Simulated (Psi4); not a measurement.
Run report: C6H12 (charge +1), single-point calculation (part 1 of 3)

- system: C6H12 (cyclohexane), charge +1, multiplicity 2
- method: B3LYP/6-31G*, UKS (Psi4 1.11)

The geometry is that of the parent species in another charge or spin state. The geometry comes from this level: PBE0-D4/def2-TZVP.

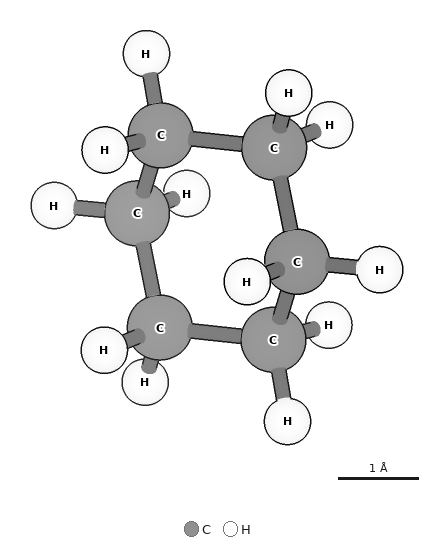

Fig. 1: The input geometry (ball-and-stick view, seen at a tilt). Bond lengths as drawn: C–C 1.52 Å and C–H 1.09 to 1.10 Å.

Key numbers

| quantity | value |
| --- | --- |
| outcome | converged |
| total energy | −235.504157 hartree |
| basis functions | 108 |
| ⟨S²⟩ | 0.752 |
| hardware | 1 thread of Intel Xeon (Granite Rapids), 12 GiB of memory available, shared host |
| wall time | 1.8 min |
| peak memory | 1.1 GiB |

Input (job.json)
```
{
  "schema_name": "qcschema_input",
  "schema_version": 1,
  "molecule": {
    "schema_name": "qcschema_molecule",
    "schema_version": 2,
    "symbols": ["C", "C", "C", "C", "C", "C", "H", "H", "H", "H", "H", "H", "H", "H", "H", "H", "H", "H"],
    "geometry": [-1.2744313, 2.11955462, -1.26643776, 1.41368522, 2.37653847, -0.27094893, 2.76391343, -0.16476522, -0.23132137, 1.2744313, -2.11955462, 1.26643776, -1.41368522, -2.37653847, 0.27094893, -2.76391343, 0.16476522, 0.23132137, -1.20834758, 1.54254564, -3.25762328, -2.23711448, 3.94897958, -1.21756944, 2.47531446, 3.73706569, -1.41015143, 1.3531006, 3.14257675, 1.65562685, 2.99958117, -0.83811243, -2.17894871, 4.66639521, 0.04401172, 0.55151657, 2.23711448, -3.94897958, 1.21756944, 1.20834758, -1.54254564, 3.25762328, -2.47531446, -3.73706569, 1.41015143, -1.3531006, -3.14257675, -1.65562685, -2.99958117, 0.83811243, 2.17894871, -4.66639521, -0.04401172, -0.55151657],
    "molecular_charge": 1,
    "molecular_multiplicity": 2,
    "fix_symmetry": "c1",
    "fix_com": true,
    "fix_orientation": true
  },
  "driver": "energy",
  "model": {
    "method": "b3lyp",
    "basis": "6-31G*"
  },
  "keywords": {
    "reference": "uks",
    "puream": true,
    "e_convergence": 1e-09,
    "d_convergence": 1e-08,
    "scf_type": "pk",
    "dft_radial_points": 99,
    "dft_spherical_points": 590,
    "maxiter": 100,
    "scf_properties": ["MAYER_INDICES", "LOWDIN_CHARGES", "MULLIKEN_CHARGES"]
  }
}
```

Launched with:
```bash
psi4 --qcschema job.json -n 1 --memory 2200MB
```

What the program printed
```
Psi4 1.11 release

   => Loading Basis Set <=

    Name: 6-31G*
    Role: ORBITAL
    Keyword: BASIS

         ---------------------------------------------------------
                                   SCF
                              UKS Reference
                        1 Threads,   2098 MiB Core
         ---------------------------------------------------------

  ==> Geometry <==

    Molecular point group: c1
    Full point group: Ci

    Geometry (in Bohr), charge = 1, multiplicity = 2:

       Center              X                  Y                   Z               Mass
    ------------   -----------------  -----------------  -----------------  -----------------
         C           -1.274431300000     2.119554620000    -1.266437760000    12.000000000000
         C            1.413685220000     2.376538470000    -0.270948930000    12.000000000000
         C            2.763913430000    -0.164765220000    -0.231321370000    12.000000000000
         C            1.274431300000    -2.119554620000     1.266437760000    12.000000000000
         C           -1.413685220000    -2.376538470000     0.270948930000    12.000000000000
         C           -2.763913430000     0.164765220000     0.231321370000    12.000000000000
         H           -1.208347580000     1.542545640000    -3.257623280000     1.007825032230
         H           -2.237114480000     3.948979580000    -1.217569440000     1.007825032230
         H            2.475314460000     3.737065690000    -1.410151430000     1.007825032230
         H            1.353100600000     3.142576750000     1.655626850000     1.007825032230
         H            2.999581170000    -0.838112430000    -2.178948710000     1.007825032230
         H            4.666395210000     0.044011720000     0.551516570000     1.007825032230
         H            2.237114480000    -3.948979580000     1.217569440000     1.007825032230
         H            1.208347580000    -1.542545640000     3.257623280000     1.007825032230
         H           -2.475314460000    -3.737065690000     1.410151430000     1.007825032230
         H           -1.353100600000    -3.142576750000    -1.655626850000     1.007825032230
         H           -2.999581170000     0.838112430000     2.178948710000     1.007825032230
         H           -4.666395210000    -0.044011720000    -0.551516570000     1.007825032230

  Running in c1 symmetry.

  Rotational constants: A =      0.14531  B =      0.14530  C =      0.08305 [cm^-1]
  Rotational constants: A =   4356.32679  B =   4356.02203  C =   2489.64278 [MHz]
  Nuclear repulsion =  256.997799279480262

  Charge       = 1
  Multiplicity = 2
  Electrons    = 47
  Nalpha       = 24
  Nbeta        = 23

  ==> Algorithm <==

  SCF Algorithm Type is PK.
  DIIS enabled.
  MOM disabled.
  Fractional occupation disabled.
  Guess Type is SAD.
  Energy threshold   = 1.00e-09
  Density threshold  = 1.00e-08
  Integral threshold = 1.00e-12

  ==> Primary Basis <==

  Basis Set: 6-31G*
    Blend: 6-31G*
    Number of shells: 60
    Number of basis functions: 108
    Number of Cartesian functions: 114
    Spherical Harmonics?: true
    Max angular momentum: 2

  ==> DFT Potential <==

   => LibXC <=

    Version 7.1.2

   => Composite Functional: B3LYP <=

    B3LYP Hyb-GGA Exchange-Correlation Functional

    Deriv               =              1
    GGA                 =           TRUE
    Meta                =          FALSE

    Exchange Hybrid     =           TRUE
    MP2 Hybrid          =          FALSE

   => Exchange Functionals <=

    0.0800   Slater exchange
    0.7200         Becke 88

   => Exact (HF) Exchange <=

    0.2000               HF

   => Correlation Functionals <=

    0.1900   Vosko, Wilk & Nusair (VWN5_RPA)
    0.8100   Lee, Yang & Parr

   => LibXC Density Thresholds  <==

    XC_HYB_GGA_XC_B3LYP:  1.00E-15

   => Molecular Quadrature <=

    Radial Scheme          =       TREUTLER
    Pruning Scheme         =           NONE
    Nuclear Scheme         =       TREUTLER

    Blocking Scheme        =         OCTREE
    BS radius alpha        =              1
    Pruning alpha          =              1
    Radial Points          =             99
    Spherical Points       =            590
    Total Points           =         963324
    Total Blocks           =           6586
    Max Points             =            256
    Max Functions          =            108
    Weights Tolerance      =       1.00E-15

  ==> Integral Setup <==

  Using in-core PK algorithm.
   Calculation information:
      Number of atoms:                  18
      Number of AO shells:              60
      Number of primitives:            138
      Number of atomic orbitals:       114
      Number of basis functions:       108

      Integral cutoff                 1.00e-12
      Number of threads:                 1

  Performing in-core PK
  Using 34650882 doubles for integral storage.
  We computed 1604983 shell quartets total.
  Whereas there are 1675365 unique shell quartets.

  ==> DiskJK: Disk-Based J/K Matrices <==

    J tasked:                  Yes
    K tasked:                  Yes
    wK tasked:                  No
    Memory [MiB]:             1037
    Schwarz Cutoff:          1E-12

  Cached 20.0% of DFT collocation blocks in 0.497 [GiB].

  Minimum eigenvalue in the overlap matrix is 5.2939990594E-03.
  Reciprocal condition number of the overlap matrix is 8.6235718056E-04.
    Using symmetric orthogonalization.

  ==> Pre-Iterations <==

  SCF Guess: Superposition of Atomic Densities via on-the-fly atomic UHF (no occupation information).

   -------------------------
    Irrep   Nso     Nmo
   -------------------------
     A        108     108
   -------------------------
    Total     108     108
   -------------------------

  ==> Iterations <==

                        Total Energy        Delta E     RMS |[F,P]|

   @UKS iter SAD:  -235.31664245280942   -2.35317e+02   0.00000e+00
   @UKS iter   1:  -235.13952170193744    1.77121e-01   7.38661e-03 DIIS/ADIIS
   @UKS iter   2:  -234.91536273018650    2.24159e-01   9.63866e-03 DIIS/ADIIS
   @UKS iter   3:  -235.49802358433976   -5.82661e-01   9.24401e-04 DIIS/ADIIS
   @UKS iter   4:  -235.50329902088242   -5.27544e-03   3.46201e-04 DIIS/ADIIS
   @UKS iter   5:  -235.50389571975762   -5.96699e-04   1.75181e-04 DIIS/ADIIS
   @UKS iter   6:  -235.50407167625775   -1.75957e-04   3.43978e-05 DIIS
   @UKS iter   7:  -235.50408134157422   -9.66532e-06   1.13154e-05 DIIS
   @UKS iter   8:  -235.50408345192625   -2.11035e-06   7.26808e-06 DIIS
   @UKS iter   9:  -235.50408510552865   -1.65360e-06   3.67615e-06 DIIS
   @UKS iter  10:  -235.50408726821232   -2.16268e-06   3.59490e-06 DIIS
   @UKS iter  11:  -235.50409157754615   -4.30933e-06   3.53037e-06 DIIS
   @UKS iter  12:  -235.50410020694557   -8.62940e-06   3.43775e-06 DIIS
   @UKS iter  13:  -235.50410701766194   -6.81072e-06   3.33193e-06 DIIS
   @UKS iter  14:  -235.50413985724978   -3.28396e-05   7.32438e-06 DIIS
   @UKS iter  15:  -235.50413614952086    3.70773e-06   4.53626e-06 DIIS
   @UKS iter  16:  -235.50415225055514   -1.61010e-05   2.05519e-05 DIIS
   @UKS iter  17:  -235.50413625632632    1.59942e-05   3.11655e-06 DIIS
   @UKS iter  18:  -235.50415380759046   -1.75513e-05   1.74772e-05 DIIS
   @UKS iter  19:  -235.50415472584808   -9.18258e-07   1.47076e-05 DIIS
   @UKS iter  20:  -235.50415604418154   -1.31833e-06   1.06146e-05 DIIS
   @UKS iter  21:  -235.50415694816297   -9.03981e-07   6.11245e-07 DIIS
   @UKS iter  22:  -235.50415702242898   -7.42660e-08   5.41359e-06 DIIS
   @UKS iter  23:  -235.50415743713833   -4.14709e-07   9.84497e-07 DIIS
   @UKS iter  24:  -235.50415744716904   -1.00307e-08   1.69793e-07 DIIS
   @UKS iter  25:  -235.50415744864446   -1.47543e-09   3.21914e-08 DIIS
   @UKS iter  26:  -235.50415744865484   -1.03739e-11   2.44581e-09 DIIS
  Energy and wave function converged.

  ==> Post-Iterations <==

   Electrons on quadrature grid:
      Nalpha   =   23.9999987602 ; deviation = -1.240e-06
      Nbeta    =   22.9999987667 ; deviation = -1.233e-06
      Ntotal   =   46.9999975269 ; deviation = -2.473e-06

   @Spin Contamination Metric:   2.250133911E-03
   @S^2 Expected:                7.500000000E-01
   @S^2 Observed:                7.522501339E-01
   @S   Expected:                5.000000000E-01
   @S   Observed:                5.000000000E-01

    Orbital Energies [Eh]
    ---------------------

    Alpha Occupied:

       1A    -10.392527     2A    -10.392501     3A    -10.392376
       4A    -10.392346     5A    -10.389714     6A    -10.389706
       7A     -1.054216     8A     -0.962378     9A     -0.960367
      10A     -0.826736    11A     -0.818572    12A     -0.756608
      13A     -0.698868    14A     -0.657897    15A     -0.644790
      16A     -0.644703    17A     -0.601057    18A     -0.599548
      19A     -0.590760    20A     -0.546194    21A     -0.545026
      22A     -0.527897    23A     -0.516463    24A     -0.510863

    Alpha Virtual:

      25A     -0.098199    26A     -0.074026    27A     -0.048775
      28A     -0.044938    29A     -0.023060    30A     -0.019391
      31A     -0.016940    32A     -0.014238    33A     -0.010233
      34A     -0.004746    35A      0.004402    36A      0.004966
      37A      0.040326    38A      0.044058    39A      0.055103
      40A      0.079770    41A      0.081149    42A      0.086117
      43A      0.308379    44A      0.321102    45A      0.332716
      46A      0.339751    47A      0.342926    48A      0.382593
      49A      0.383261    50A      0.435698    51A      0.437522
      52A      0.469669    53A      0.514068    54A      0.521651
      55A      0.547150    56A      0.551036    57A      0.628002
      58A      0.630214    59A      0.659904    60A      0.660936
      61A      0.665662    62A      0.691179    63A      0.704087
      64A      0.709103    65A      0.728404    66A      0.733312
      67A      0.767247    68A      0.776478    69A      0.783556
      70A      0.811208    71A      0.824787    72A      0.967714
      73A      0.971813    74A      1.155912    75A      1.159724
      76A      1.197163    77A      1.197923    78A      1.345213
      79A      1.353525    80A      1.475236    81A      1.479593
      82A      1.515929    83A      1.516080    84A      1.684754
      85A      1.689035    86A      1.708945    87A      1.710555
      88A      1.777948    89A      1.778939    90A      1.797116
      91A      1.820752    92A      1.872031    93A      1.927723
      94A      1.930547    95A      2.055760    96A      2.060972
      97A      2.146410    98A      2.147944    99A      2.180827
     100A      2.181687   101A      2.181817   102A      2.187843
     103A      2.409432   104A      2.411545   105A      2.462017
     106A      2.485350   107A      2.488914   108A      2.561554

    Beta Occupied:

       1A    -10.389974     2A    -10.389947     3A    -10.389857
       4A    -10.389826     5A    -10.388134     6A    -10.388127
       7A     -1.044186     8A     -0.950140     9A     -0.949674
      10A     -0.810556    11A     -0.808823    12A     -0.751135
      13A     -0.686257    14A     -0.641251    15A     -0.640817
      16A     -0.639721    17A     -0.586096    18A     -0.579178
      19A     -0.569985    20A     -0.542664    21A     -0.542367
      22A     -0.514857    23A     -0.505564

    Beta Virtual:
```
